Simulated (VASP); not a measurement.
Band structure of GaP (zinc blende). Computed with RPBE GGA, VASP's PBE PAW potentials (set 64) (plane waves; VASP 6.6.1).

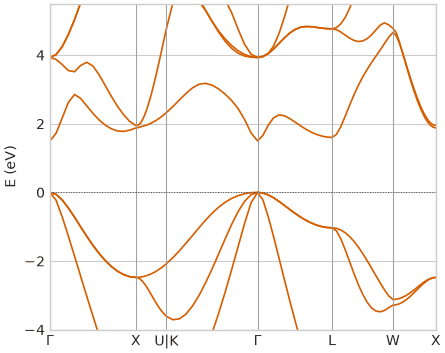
Fig. 1. Bands along high-symmetry lines, zero at the valence-band maximum or, without a gap, the Fermi level

Problem. Read the plot: is there a gap, and where are the band edges?

Solution. The gap is direct, 1.50 eV, from the valence maximum at Γ to the conduction minimum at Γ. (Edges off the drawn lines would not show.)

Measured: gap 2.43 eV (computed value off by -0.93 eV), as given by Wei Chen et al., Physical Review Materials (2018), doi:10.1103/physrevmaterials.2.073803 [zero-point renormalisation of 0.08 eV added back (the table's ZPR column)].

The compound is GaP in the zinc blende structure. It was relaxed first, which changed the volume by +6 %.
